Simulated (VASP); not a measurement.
Band structure of BeSe. Method: PBE GGA, VASP's PBE PAW potentials (set 64) (plane waves; VASP).

The cell holds a wide vacuum, so values per volume refer to the whole cell.

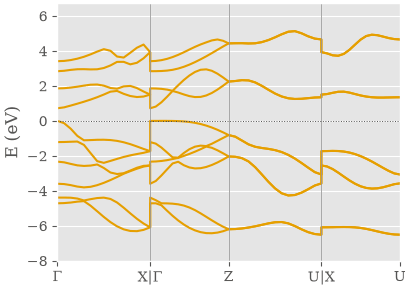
Figure: Bands along high-symmetry lines, zero at the valence-band maximum or, without a gap, the Fermi level

Problem. Read the plot: is there a gap, and where are the band edges?

Solution. The gap is direct, 0.72 eV, from the valence maximum at Γ to the conduction minimum at Γ.

The cell is a sheet with vacuum, built from a generated structure.
